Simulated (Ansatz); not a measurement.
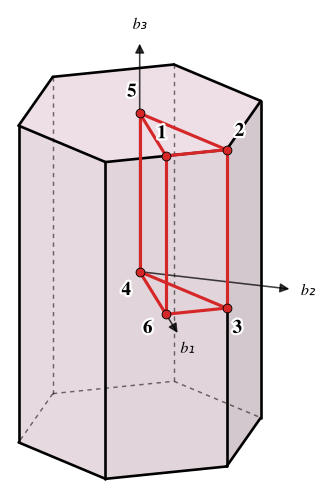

Crystal: Li2Nb, coordinates from a relaxation with DFT PBE, scalar-relativistic, plane waves, PAW in Ansatz 0.2.0; the starting structure was generated, so it need not be a known form of this composition. The first Brillouin zone of a primitive hexagonal lattice (hP; extended symbol hP2) is drawn with its special points numbered. Geometry calculated from the standardised cell; symmetry tolerance 0.002 Å.

a = 4.732 Å, b = 4.732 Å, c = 2.556 Å, α = 90.00°, β = 90.00°, γ = 120.00°.

Labels and path follow the convention of Hinuma et al. (2017), as computed by seekpath; the arrows show the directions of the reciprocal primitive vectors b₁, b₂, b₃, in which coordinates are given.

Question: Which special point is each number?

Answer:
```csv
no.,label,coordinates
1,L,"(1/2, 0, 1/2)"
2,H,"(1/3, 1/3, 1/2)"
3,K,"(1/3, 1/3, 0)"
4,Γ,"(0, 0, 0)"
5,A,"(0, 0, 1/2)"
6,M,"(1/2, 0, 0)"
```
